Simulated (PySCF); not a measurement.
**C3H10OSi, SMILES `C[Si](C)(C)O`: what the electrons do**

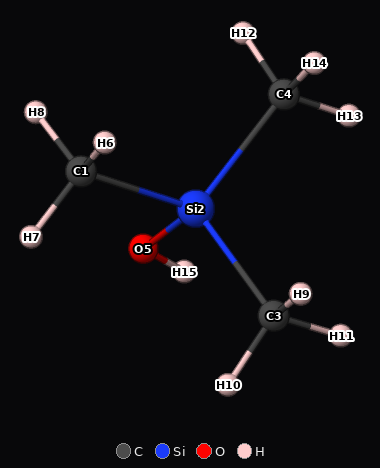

The molecule, with its atoms numbered as below. No frequency check shows the geometry to be a minimum.

Cartesian coordinates (Å):

```
C1      -1.7638    0.0546    0.6757
Si2     -0.0059    0.0008   -0.0381
C3       0.9095   -1.5900    0.4812
C4       1.0234    1.5109    0.5082
O5      -0.2539    0.0259   -1.6587
H6      -1.7520    0.0512    1.7608
H7      -2.3426   -0.8026    0.3477
H8      -2.2892    0.9471    0.3521
H9       0.9682   -1.6850    1.5603
H10      0.4021   -2.4729    0.1036
H11      1.9270   -1.6100    0.0998
H12      0.5577    2.4382    0.1879
H13      2.0249    1.4865    0.0867
H14      1.1289    1.5551    1.5869
H15      0.4747    0.0207   -2.2735
```

Part 1: Bonding charge

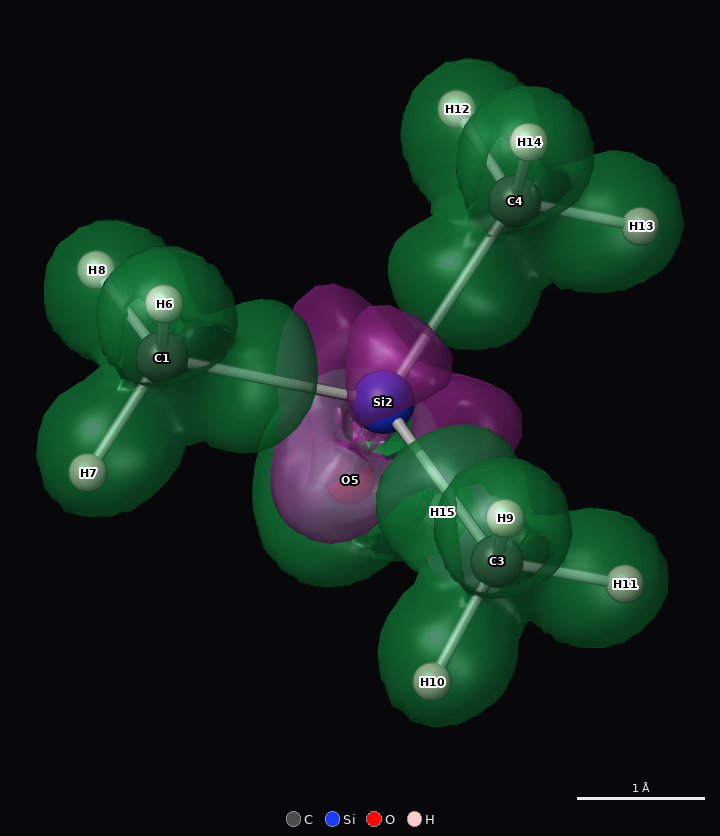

Deformation density (molecule less spherical, spin-averaged free atoms at the same positions), surfaces at ±0.08 e/Å³; green: gain, purple: loss.

PySCF calculation, B3LYP/6-31+G*, gas phase; geometry: GFN2-xTB.

How much density has each bond gained at its critical point, relative to the free atoms?

Answer. The five largest and four smallest: O5–H15: +0.69 e/Å³ at the bond critical point (bond length 0.95 Å). C1–H8: +0.60 e/Å³ at the bond critical point (bond length 1.08 Å). C1–H7: +0.60 e/Å³ at the bond critical point (bond length 1.08 Å). C4–H12 and C3–H10: +0.60 e/Å³ at the bond critical point (bond length 1.09 Å). C4–H14: +0.60 e/Å³ at the bond critical point (bond length 1.08 Å). C4–H13: +0.59 e/Å³ at the bond critical point (bond length 1.09 Å). C1–Si2: +0.17 e/Å³ at the bond critical point (bond length 1.90 Å). Si2–C3 and Si2–C4: +0.16 e/Å³ at the bond critical point (bond length 1.91 Å). Si2–O5: +0.05 e/Å³ at the bond critical point (bond length 1.64 Å); up to 0.6 Å beside the axis the gain reaches +0.35 e/Å³. In all, 3.1 electrons gather in the regions of gain relative to the promolecule. A small or negative value marks a very polar bond, one between electron-rich atoms, whose free-atom densities already overlap strongly, a long bond to a heavier atom, or a closed-shell contact such as a hydrogen bond.

Where do the Hirshfeld charges lie?

Answer. The highest Hirshfeld charge is on Si2 (+0.43 e), the lowest on O5 (−0.32 e).

Part 2: Bond critical points

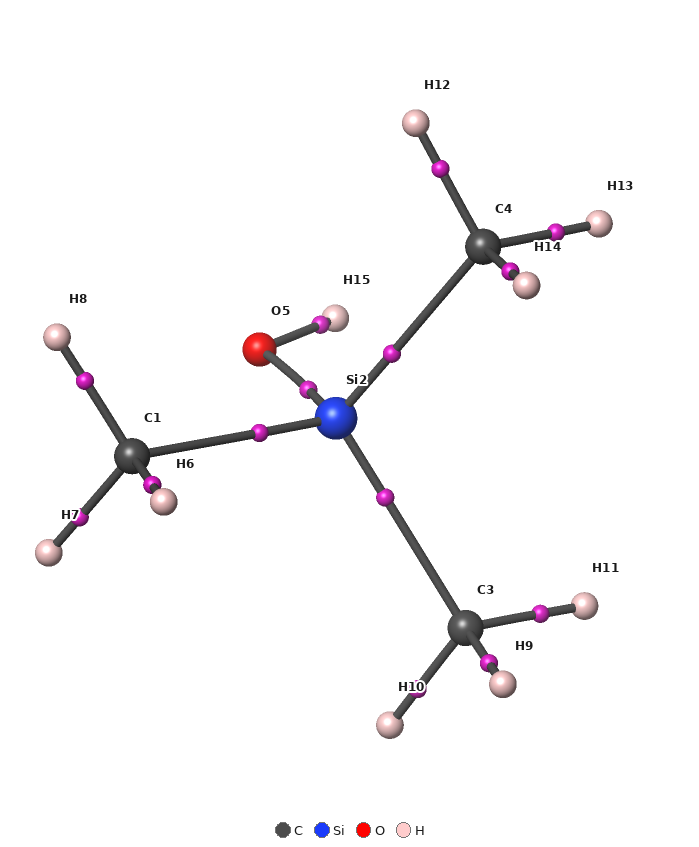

Molecular graph of the electron density (QTAIM): bond paths, bond critical points (magenta), ring points (cyan, if any); weak paths are dashed.

How many critical points of each kind are there, and does the count close?

Answer. 15 nuclei, 14 bond, 0 ring and 0 cage critical points: 15 − 14 + 0 − 0 = 1, as the Poincaré–Hopf relation requires.

What does the calculation give at each kind of bond critical point?

Answer.
```json
{"bond": "O5–H15", "length (Å)": "0.953", "ρ (a.u.)": "0.352", "∇²ρ (a.u.)": "−1.88", "ε": "0.00", "H (a.u.)": "−0.535"}
{"bond": "C1–H8", "length (Å)": "1.085", "ρ (a.u.)": "0.270", "∇²ρ (a.u.)": "−0.89", "ε": "0.02", "H (a.u.)": "−0.267"}
{"bond": "C1–H7", "length (Å)": "1.085", "ρ (a.u.)": "0.270", "∇²ρ (a.u.)": "−0.89", "ε": "0.02", "H (a.u.)": "−0.267"}
{"bond": "C4–H14", "length (Å)": "1.085", "ρ (a.u.)": "0.270", "∇²ρ (a.u.)": "−0.88", "ε": "0.02", "H (a.u.)": "−0.266"}
{"bond": "C1–H6", "length (Å)": "1.085", "ρ (a.u.)": "0.270", "∇²ρ (a.u.)": "−0.88", "ε": "0.02", "H (a.u.)": "−0.266"}
{"bond": "C3–H9", "length (Å)": "1.085", "ρ (a.u.)": "0.270", "∇²ρ (a.u.)": "−0.88", "ε": "0.02", "H (a.u.)": "−0.266"}
{"bond": "C4–H12 (2 alike)", "length (Å)": "1.086", "ρ (a.u.)": "0.270", "∇²ρ (a.u.)": "−0.88", "ε": "0.02", "H (a.u.)": "−0.266"}
{"bond": "C3–H11", "length (Å)": "1.087", "ρ (a.u.)": "0.268", "∇²ρ (a.u.)": "−0.87", "ε": "0.02", "H (a.u.)": "−0.264"}
{"bond": "C4–H13", "length (Å)": "1.087", "ρ (a.u.)": "0.268", "∇²ρ (a.u.)": "−0.87", "ε": "0.02", "H (a.u.)": "−0.263"}
{"bond": "Si2–O5", "length (Å)": "1.640", "ρ (a.u.)": "0.128", "∇²ρ (a.u.)": "+1.02", "ε": "0.06", "H (a.u.)": "−0.019"}
{"bond": "C1–Si2", "length (Å)": "1.898", "ρ (a.u.)": "0.116", "∇²ρ (a.u.)": "+0.25", "ε": "0.04", "H (a.u.)": "−0.067"}
{"bond": "Si2–C3 (2 alike)", "length (Å)": "1.907", "ρ (a.u.)": "0.113", "∇²ρ (a.u.)": "+0.25", "ε": "0.04", "H (a.u.)": "−0.065"}
```

What kind of interaction is O5–H15?

Answer. Shared-shell (covalent): ρ = 0.352, ∇²ρ = −1.88, H = −0.535 a.u.

Part 3: Local ionisation energy

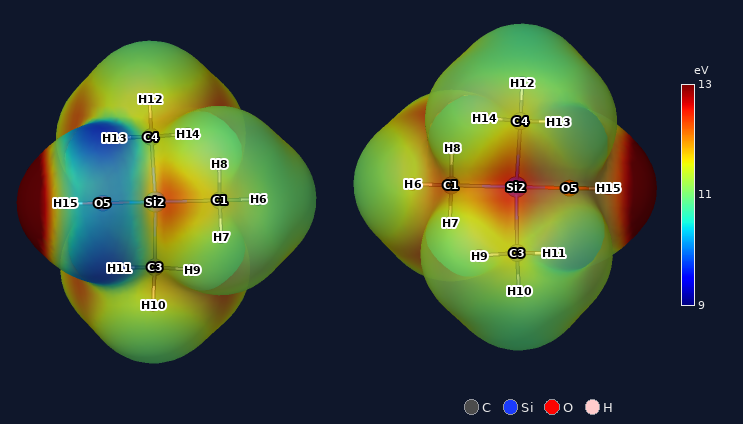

Average local ionisation energy on the surface of electron density 0.001 a.u. (back view left, front view right).

Locate the minima of the map.

Answer. The lowest value is 9.6 eV, 1.9 Å from O5. Further minima include 9.6 eV, 1.9 Å from O5; 10.8 eV, 1.5 Å from H10, and at like points elsewhere. For comparison, the highest occupied orbital lies at −7.7 eV.

What volume does the surface enclose, and what is the dipole moment?

Answer. About 140 Å³; the dipole moment is 1.4 D.

Part 4: Excited states

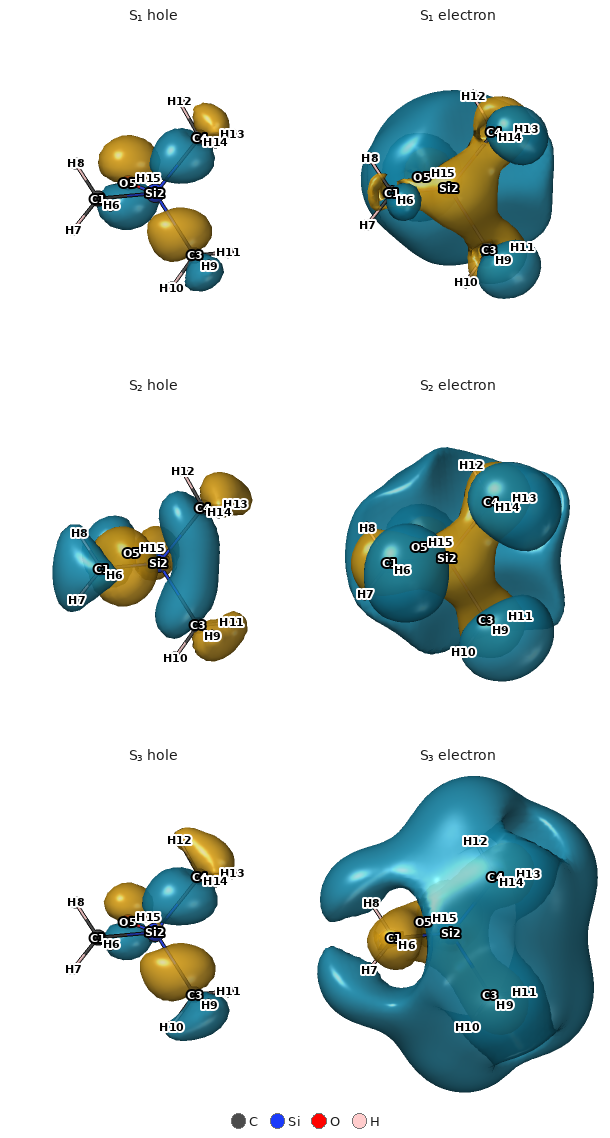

Leading natural transition orbitals (full linear response singlet states).

PySCF calculation, CAM-B3LYP/cc-pVDZ, gas phase; geometry: GFN2-xTB. Without diffuse functions Rydberg states are missing, so the states' numbers hold for this basis only.

Describe these excited states.

Answer. By state:
- S₁: 7.89 eV (157 nm), f = 0.040; the leading pair carries 98 %; hole on O5 (45 %), C3 and C4 (14 % each) and Si2 (13 %), electron on H15 (34 %), O5 (18 %) and Si2 (17 %); their centroids lie 0.8 Å apart.
- S₂: 8.56 eV (145 nm), f = 0.059, partly diffuse acceptor orbital, which a basis without diffuse functions describes poorly; the leading pair carries 96 %; hole on O5 (26 %), C1 (21 %) and Si2 (18 %), electron on H15 (27 %), Si2 (17 %) and O5 (16 %) (atom shares of so diffuse an orbital are rough); their centroids lie 1.0 Å apart.
- S₃: 8.78 eV (141 nm), f = 0.079, partly diffuse acceptor orbital, which a basis without diffuse functions describes poorly; the leading pair carries 90 %; hole on C3 and C4 (22 % each), O5 (21 %) and Si2 (18 %), electron on Si2 (16 %), C3 and C4 (10 % each) and H11 and H13 (8 % each) (atom shares of so diffuse an orbital are rough); their centroids lie 0.6 Å apart.

Part 5: Localised orbitals

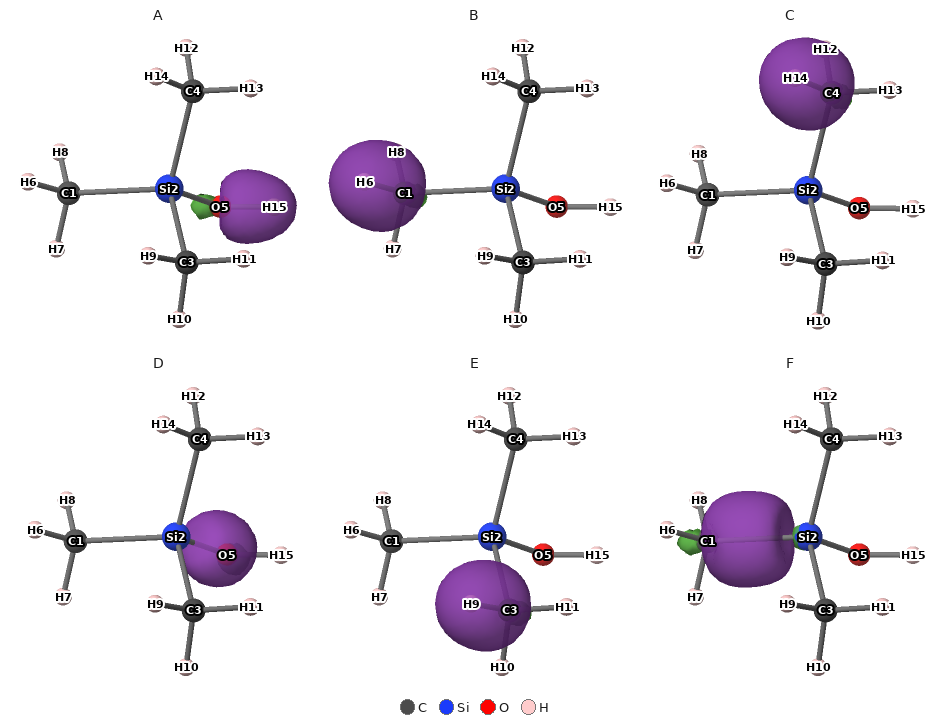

Foster–Boys orbitals, occupied; each surface holds about 70 % of the orbital's density. Energies are diagonal elements of the Fock matrix.

Computed with PySCF, PBE0/def2-TZVP, geometry: GFN2-xTB.

Name the orbitals, with their atomic make-up and energies.

Answer. By panel:
- A: σ bond O5–H15 (O5 67 %, H15 32 %; −19.5 eV)
- B: σ bond C1–H6 (C1 56 %, H6 44 %; −13.2 eV)
- C: σ bond C4–H14 (C4 56 %, H14 43 %; −13.2 eV)
- D: σ bond O5–Si2 (O5 79 %, Si2 20 %; −16.8 eV)
- E: σ bond C3–H9 (C3 56 %, H9 43 %; −13.2 eV)
- F: σ bond C1–Si2 (C1 63 %, Si2 36 %; −11.4 eV)

Part 6: Stretching a bond

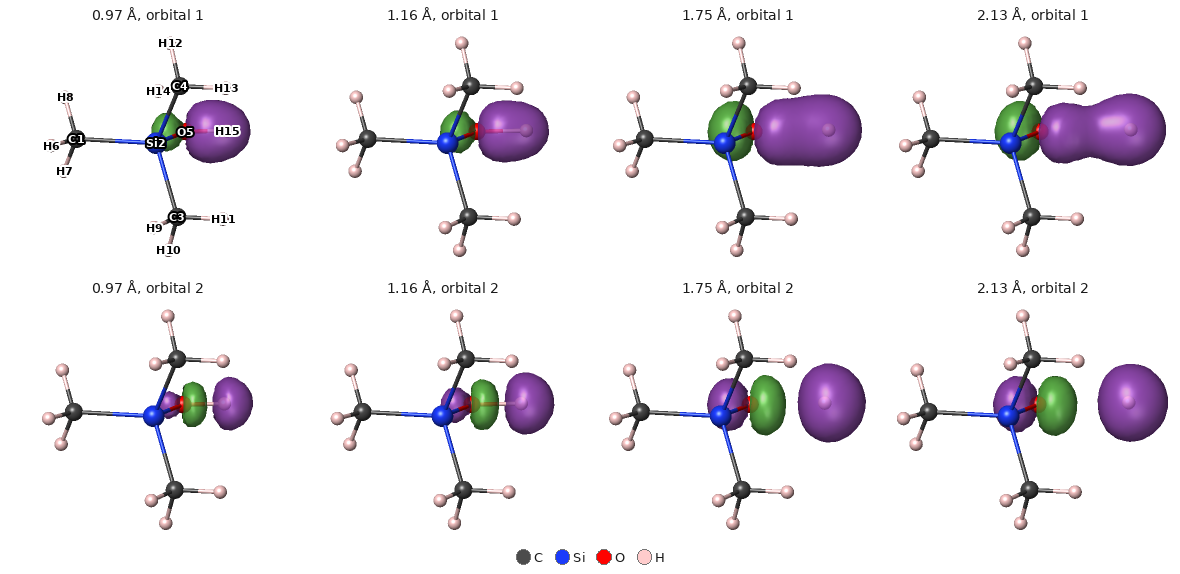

Rigid stretch of the O5–H15 bond. The two CASSCF(2,2) natural orbitals nearest half filling (orbital 1 the more occupied).

PySCF calculation, 6-31G* basis, gas phase; geometry: GFN2-xTB.

How do the occupations change along the stretch?

Answer. 0.97 Å: 1.98 and 0.02; 1.16 Å: 1.96 and 0.04; 1.75 Å: 1.73 and 0.27; 2.13 Å: 1.46 and 0.54. At the longest distance computed (2.72 Å) they are 1.18 and 0.82, and the effective number of unpaired electrons is 1.9.

Where does the UHF solution part from RHF?

Answer. Between 1.31 Å (⟨S²⟩ = 0, the two coincide) and 1.50 Å (⟨S²⟩ = 0.42); at 2.72 Å ⟨S²⟩ is 1.00 and UHF lies 4.9 eV below RHF.

How much energy does the stretch cost?

Answer. By CASSCF, 4.3 eV from the lowest point of the scan (0.97 Å) to 2.72 Å; RHF gives 8.6 eV from its own lowest point. The fragments aren't relaxed and dynamic correlation is missing, so this isn't a bond dissociation energy.

The PySCF runs shown took 6.7 s, 4.7 min, 13 s and 100 s on 1 thread of AMD EPYC 9R45 (Zen 5), with other jobs on the host.
